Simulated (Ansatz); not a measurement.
NaLaMnMoO6

Input

```
crystal:
  lattice:
    - [5.55735, 0.0, 0.00053]
    - [0.0, 5.59794, 0.0]
    - [-0.0629, 0.0, 8.02462]
  atoms:
    - { symbol: Na, position: [0.75008, 0.51572, 0.49924] }
    - { symbol: Na, position: [0.24992, 0.01572, 0.50076] }
    - { symbol: La, position: [0.25715, 0.95896, 0.99937] }
    - { symbol: La, position: [0.74285, 0.45896, 0.00063] }
    - { symbol: Mn, position: [0.24767, 0.48762, 0.25607], spin: 4.0 }
    - { symbol: Mn, position: [0.75233, 0.98762, 0.74393], spin: 4.0 }
    - { symbol: Mo, position: [0.75559, 0.99666, 0.2709], spin: 1.0 }
    - { symbol: Mo, position: [0.24441, 0.49666, 0.7291], spin: 1.0 }
    - { symbol: O, position: [0.67335, 0.9783, 0.49061] }
    - { symbol: O, position: [0.03402, 0.81017, 0.27726] }
    - { symbol: O, position: [0.93353, 0.2891, 0.28026] }
    - { symbol: O, position: [0.47817, 0.20966, 0.19922] }
    - { symbol: O, position: [0.54435, 0.73563, 0.20079] }
    - { symbol: O, position: [0.82956, 0.01818, 0.00392] }
    - { symbol: O, position: [0.32665, 0.4783, 0.50939] }
    - { symbol: O, position: [0.96598, 0.31017, 0.72274] }
    - { symbol: O, position: [0.06647, 0.7891, 0.71974] }
    - { symbol: O, position: [0.52183, 0.70966, 0.80078] }
    - { symbol: O, position: [0.45565, 0.23563, 0.79921] }
    - { symbol: O, position: [0.17044, 0.51818, 0.99608] }
hamiltonian:
  xc: pbesol
  pseudopotentials: { kind: paw }
magnetization:
  spin_polarized: true
kpoints:
  mp_grid: { grid: [5, 5, 4] }
  band_path:
    path:
      - [[0.0, 0.0, 0.0], [0.0, 0.0, 0.5], [-0.4973488194, 0.0, 0.5055606753], [-0.5, 0.0, 0.5], [-0.5, 0.5, 0.5], [-0.5026511806, 0.5, 0.4944393247], [-0.5, 0.5, 0.0], [-0.5, 0.0, 0.0], [-0.5026511806, 0.0, 0.4944393247]]
      - [[-0.4973488194, 0.5, 0.5055606753], [0.0, 0.5, 0.5], [0.0, 0.5, 0.0]]
      - [[0.0, 0.0, 0.5], [0.0, 0.5, 0.5]]
    npoints: 10
scf:
  occupations: { method: fermi_dirac, width: 0.05 }
  n_extra_bands: 50
output:
  forces: true
  stress: true
  eigenvalues: true
  fatbands: false
  write_density: true
  write_potential: true
  elf: true
  volumetric_format: npy
```

Below, planes, directions and counts refer to the conventional cell (a = 5.56 Å, b = 5.60 Å, c = 8.02 Å, α = 90.00°, β = 90.44°, γ = 90.00°).

Space group P2₁; a generated structure, not necessarily the stable one; computed pressure about −6 GPa in this cell; the SCF solution may not be the lowest one; the program warned that another magnetic order may lie lower; spin-polarised.

Computed with Ansatz, Kohn-Sham DFT of a periodic cell, PBEsol, Ansatz PAW.

Core electrons are frozen (PAW), and the valence fields are smoothed inside the atomic spheres.

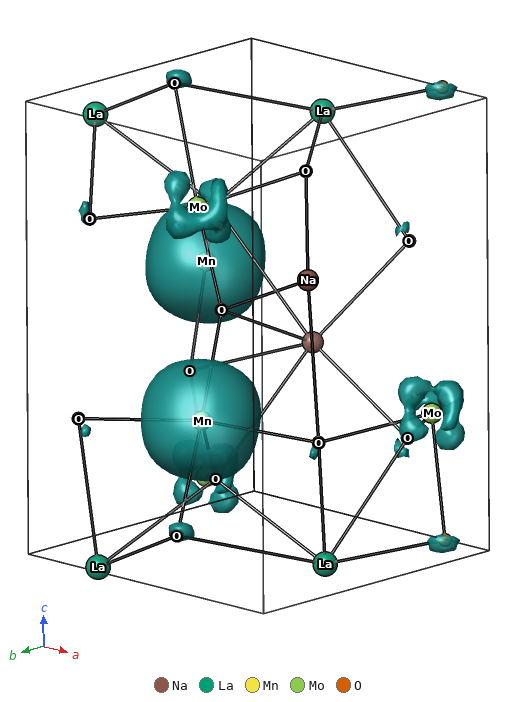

Figure 1. Isosurfaces of the magnetisation density (up minus down) at +0.1 (teal) and −0.1 e/Å³ (pink), seen at an oblique angle. Sticks mark near contacts.

**Which atoms carry the moments, and with what signs?**

The spin density sits on Mn: +3.8 μB (×2) in one cell of 20 atoms, with smaller moments on Mo (up to +0.19 μB) and O (up to +0.06 μB): parallel moments (a ferromagnetic arrangement) in this solution. The cell of the calculation (20 atoms) carries 10.0 μB of net spin moment. Only one sign reaches the isovalue.

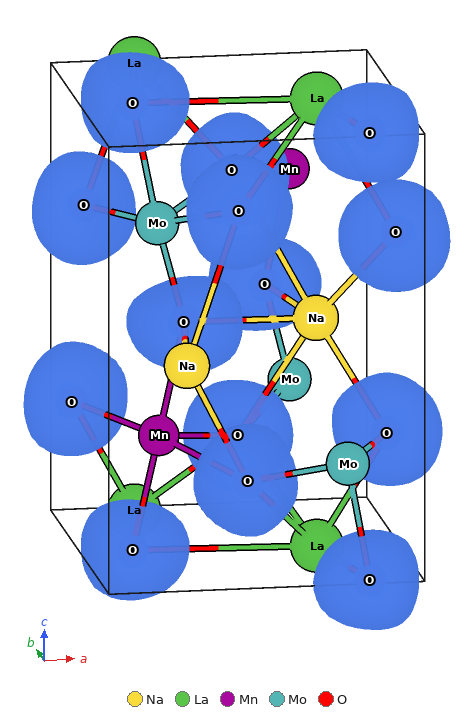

Figure 2. Isosurface of the ELF at 0.6 (blue), seen slightly off an axis. Only the valence region is drawn (cores and ρ < 0.01 e/Å³ removed). Sticks mark near contacts.

**Describe the localisation domains.**

The ELF exceeds this value in twelve regions wrapped around O (the valence shell of each), counted in one cell of 20 atoms. Any copies at cell faces, edges or corners count once. Along the contacts the grid gives the following. Mo–O (1.83 Å): the ELF peaks at about 0.80 in the valence shell of O, 0.5 Å from its nucleus, and drops to about 0.30 between the two atoms (no localised pair shows between them). Mn–O (2.07 Å): the ELF peaks at about 0.80 in the valence shell of O, 0.6 Å from its nucleus, and is about 0.15 at the midpoint: no localised pair shows between them.

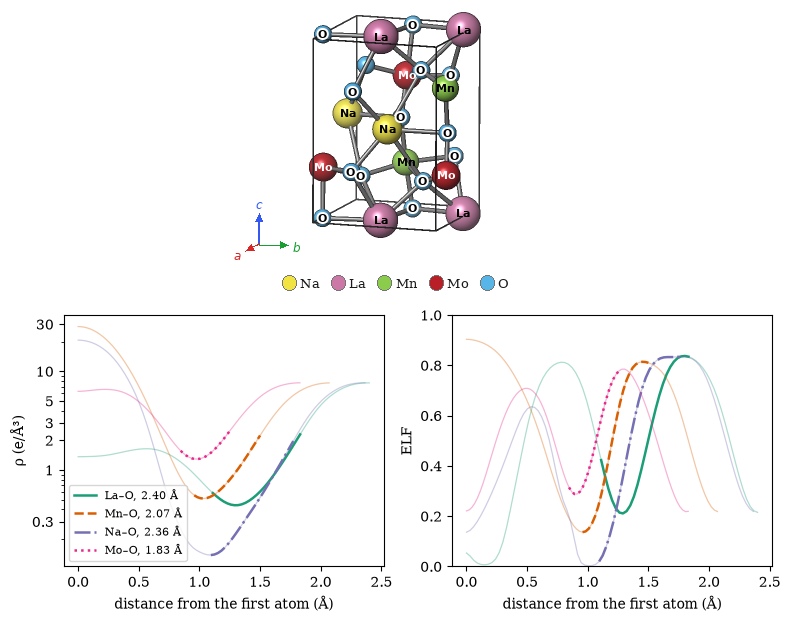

Figure 3. Valence charge density (pseudo) and electron localisation function along straight lines between neighbouring atoms. Thin, pale parts lie inside the atomic spheres. The structure is drawn too.

**What can be read from the curves?**

La–O (2.40 Å): the density is about 0.48 e/Å³ at the midpoint; the ELF is about 0.25 at the midpoint; an ionic contact with no shared pair.
Mn–O (2.07 Å): ρ is about 0.51 e/Å³ halfway; the ELF peaks at about 0.80 in the valence shell of O, 0.6 Å from its nucleus, and is about 0.15 at the midpoint; no localised pair shows between them.
Na–O (2.36 Å): the density is about 0.15 e/Å³ at the midpoint; the ELF is about 0.15 at the midpoint (a largely ionic contact).
Mo–O (1.83 Å): ρ at the midpoint is about 1.3 e/Å³; the ELF peaks at about 0.80 in the valence shell of O, 0.5 Å from its nucleus, and drops to about 0.30 between the two atoms; no shared electron pair shows on this line.
